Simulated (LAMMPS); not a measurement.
Simulation of a melt made from Pd (fcc), 2048 atoms, at 1830 K and 0 GPa, brought to that temperature within a few picoseconds.

Model: classical MD, pair style meam, file library.meam (library.meam-Pd) (LAMMPS).

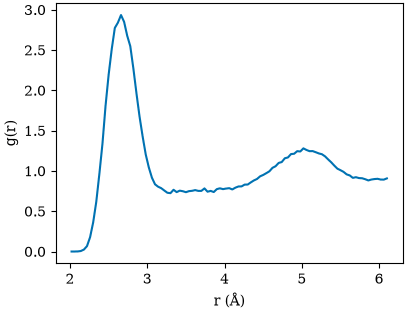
Fig. 1. g(r) against r (Å)

The data show:
- state found: liquid
- first peak of g(r): 2.65 Å, height 2.9
- coordination number: 9.6 (counted to 3.38 Å)

Caution: the potential MEAM library.meam-Pd is a first-neighbour MEAM set with a 4 Å cutoff, used here without a parameter file and away from the static properties it was fitted to.
